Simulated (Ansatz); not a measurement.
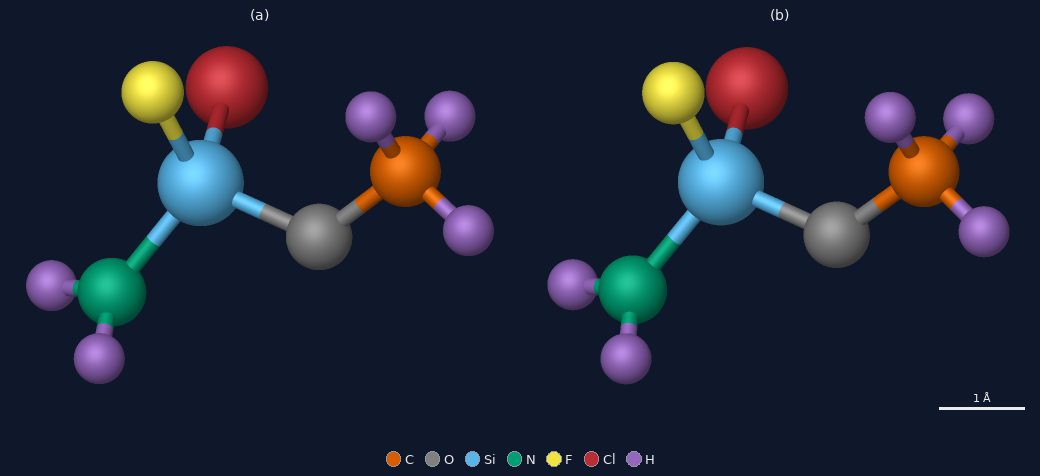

The structure of CH₅ClFNOSi before (left) and after (right) a relaxation, at one scale.

A ball-and-stick model, seen at a tilt.

The start comes from PBE-D4/def2-SVP.

These are results of RKS PBE0-D4/def2-TZVP in Ansatz, not measurements. Set-up: force threshold 0.005 eV/Å; at most 150 steps.

Describe what moved and what it gained.

Over 8 accepted moves (10 points after the start) the energy falls by 10.0 kJ/mol. The largest force component goes from 1.3 to 0.0039 eV/Å. The line search rejected the trial steps at points 4, 7 of the run. An H atom moves most after the best rigid fit: 0.083 Å. Largest moves by element: H 0.083 Å, N 0.041 Å, F 0.039 Å, O 0.038 Å, Cl 0.029 Å, C 0.018 Å. Some distances before and after: F–Si 1.637 → 1.593 Å, O–Si 1.653 → 1.614 Å, Cl–Si 2.068 → 2.041 Å, N–Si 1.697 → 1.675 Å.
